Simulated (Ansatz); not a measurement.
Input file:

```
crystal:
  periodic: [false, false, false]
  atoms:
    - {symbol: Si, position_ang: [-0.679945, -0.580410, -1.312125]}
    - {symbol: Cl, position_ang: [1.594091, -2.648461, 1.287161]}
    - {symbol: H, position_ang: [0.344022, -1.050702, -2.265002]}
    - {symbol: H, position_ang: [-1.660376, -1.627852, -0.966686]}
    - {symbol: Cl, position_ang: [-1.687211, 0.984100, -2.171226]}
    - {symbol: H, position_ang: [1.024490, -1.561865, 0.887607]}
    - {symbol: O, position_ang: [0.054885, -0.058750, 0.053937]}
    - {symbol: Si, position_ang: [0.211749, 1.344191, 0.927306]}
    - {symbol: H, position_ang: [0.858740, 2.383872, 0.092599]}
    - {symbol: H, position_ang: [-1.123049, 1.807222, 1.374816]}
    - {symbol: H, position_ang: [1.062603, 1.008656, 2.091413]}
basis:
  gaussian: {orbitals: def2-TZVPP}
hamiltonian: {xc: pbe0, dispersion: d4}
output: {orbitals: {seedname: orbitals}}
```

Run with:

```sh
ansatz run in.yaml --threads 8 --pin off --events-out ev --progress --plain --max-ram 19148MiB
```

The product side of a reaction path; geometry: PBE0-D4/def2-TZVP.

Theory: RKS PBE0-D4/def2-TZVPP (Ansatz 0.2.0).

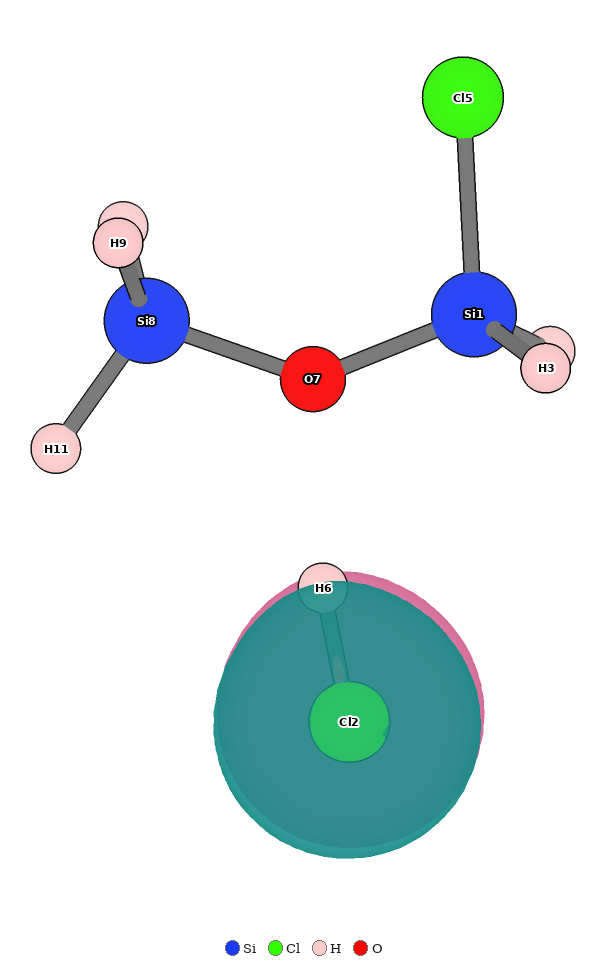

ClH$_{5}$OSi$_{2}$···HCl. The HOMO−1 at ±0.1 Å⁻³ᐟ² (teal and pink are the two phases), seen across its widest extent.

Describe this orbital and give its energy.

Its weight (Hirshfeld) is mainly on Cl2 (about 95 %); largely a lone pair of Cl2. Its energy is −9.12 eV.
